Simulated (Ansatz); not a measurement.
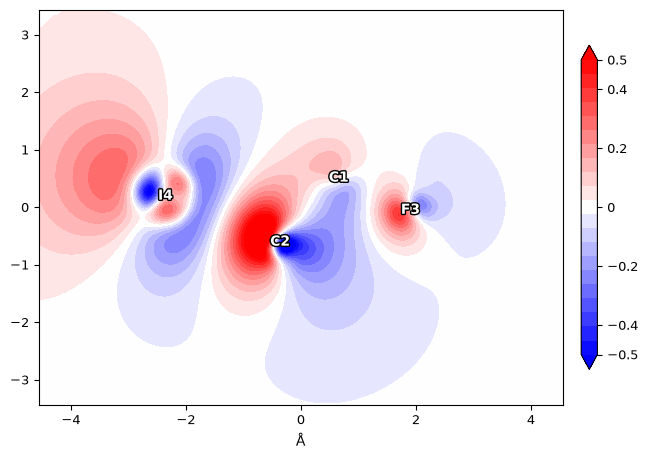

*C$_{2}$H$_{4}$FI. The LUMO on the plane of atoms C2, C1 and F3 (values in Å⁻³ᐟ²; the overall sign is arbitrary).*

Geometry: PBE0-D3(BJ)/def2-SVP; core potentials replace the inner electrons of I.

Method: Ansatz 0.2.0, isolated molecule in a Gaussian basis; Kohn-Sham density functional theory, functional PBE0.

Input

```
crystal:
  periodic: [false, false, false]
  atoms:
    - {symbol: C, position_ang: [1.216520, 0.244784, 0.824984]}
    - {symbol: C, position_ang: [2.659317, 0.641859, 0.625099]}
    - {symbol: F, position_ang: [0.841212, -0.564798, -0.217198]}
    - {symbol: I, position_ang: [3.322757, 1.914840, 2.223074]}
    - {symbol: H, position_ang: [1.087641, -0.305262, 1.771973]}
    - {symbol: H, position_ang: [0.563216, 1.132928, 0.843619]}
    - {symbol: H, position_ang: [2.796690, 1.207115, -0.305279]}
    - {symbol: H, position_ang: [3.321698, -0.232921, 0.623908]}
basis:
  gaussian:
    orbitals: def2-TZVPD
output: {forces: true, orbitals: {seedname: orbitals}}
hamiltonian:
  xc: {name: PBE0}
```

Launched as:

```sh
ansatz run input.yaml --threads 1 --pin off --max-ram 2610MiB --events-out events.jsonl --progress --plain --runs-dir runs
```

Where does this orbital lie, and at what energy?

It lies mainly on I4 (about 55 %) and C2 (about 25 %). Its energy is −1.20 eV.
